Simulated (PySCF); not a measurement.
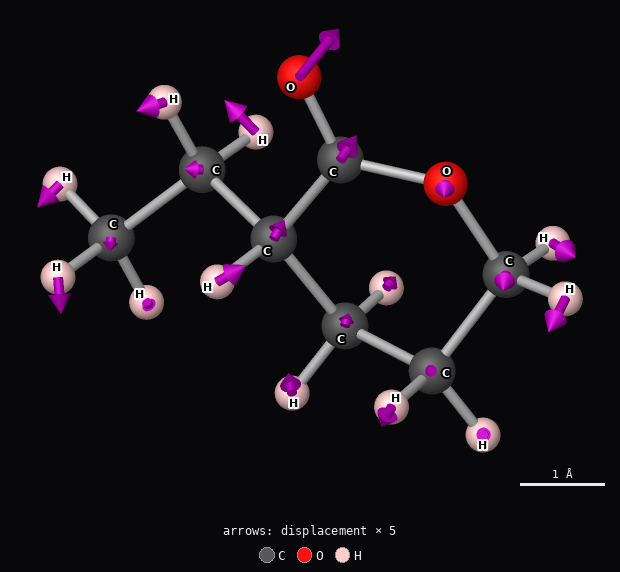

This is a relaxation of C$_{7}$H$_{12}$O$_{2}$. The starting structure is drawn; purple arrows show the displacements, magnified 5 times. The two geometries are superimposed by the best rigid fit.

A ball-and-stick model, seen at a tilt.

The start comes from GFN2-xTB.

Method: PySCF, PBE0-D3(BJ)/def2-SVP geometry optimisation, gas phase. 

**Atoms of which element are displaced furthest, and by how much?**

Oxygen: up to 0.20 Å, against 0.12 Å for hydrogen.

**What happened in the run?**

The atom that moves furthest after the best rigid fit is an O atom (0.20 Å). By element the largest moves are O 0.20 Å, H 0.12 Å, C 0.08 Å. Near-neighbour distances that change, for instance: C–H 1.093 → 1.105 Å, C–C 1.519 → 1.510 Å, C–O 1.337 → 1.345 Å. Over 3 geometry steps the energy falls by 5.07 kJ/mol. Largest force component: 0.79 eV/Å at the start, 0.012 eV/Å at the end. The run took about 110 core-seconds on a shared host.
